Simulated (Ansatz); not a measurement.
System: H5NSn···H2.

```xyz
9

Sn   -0.6122    0.0647   -0.7877
H    -0.3001   -0.1795    3.5556
H     0.9281   -0.0572   -0.0238
H    -0.7323    1.5599   -1.6120
H    -0.8539   -1.2650   -1.8381
N    -2.1912    0.0305    0.5154
H    -2.2706   -0.8264    1.0585
H    -2.2170    0.8139    1.1645
H    -0.6794   -0.1409    2.8961
```

Core potentials replace the inner electrons of Sn.

Computed with Ansatz 0.2.0, RKS PBE0/def2-SVP.

Predict the electron density and electron localisation function between the atoms.

Sn–N (2.05 Å): ρ is about 0.71 e/Å³ halfway; the ELF peaks at about 0.85 in the valence shell of N, 0.7 Å from its nucleus, and drops to about 0.15 between the two atoms.
N–H (1.02 Å): ρ is about 2.7 e/Å³ halfway; the ELF climbs to about 1 towards the hydrogen, as it does in any bond to H; a covalent bond by its length.
Sn–H (1.71 Å): ρ at the midpoint is about 1.1 e/Å³; the ELF climbs to about 1 towards the hydrogen.

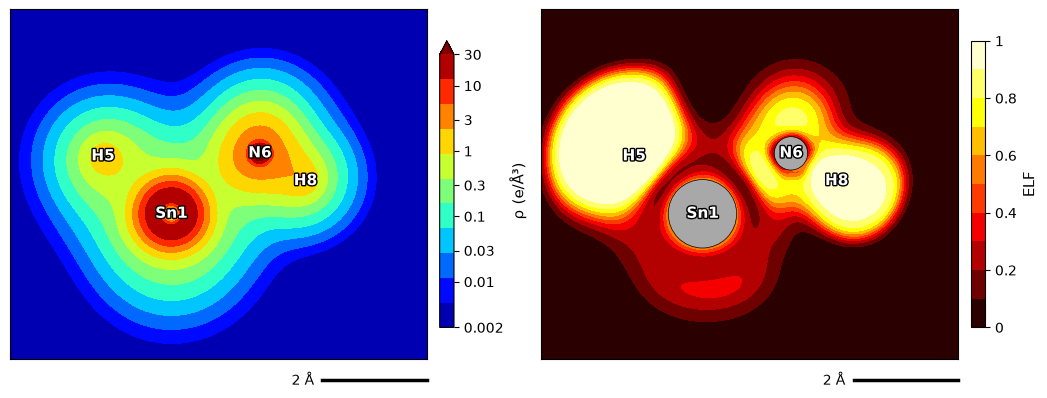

Computed electron density and electron localisation function on the plane of atoms Sn1, N6 and H8, in this order. Grey discs cover the atomic cores in the ELF map. 
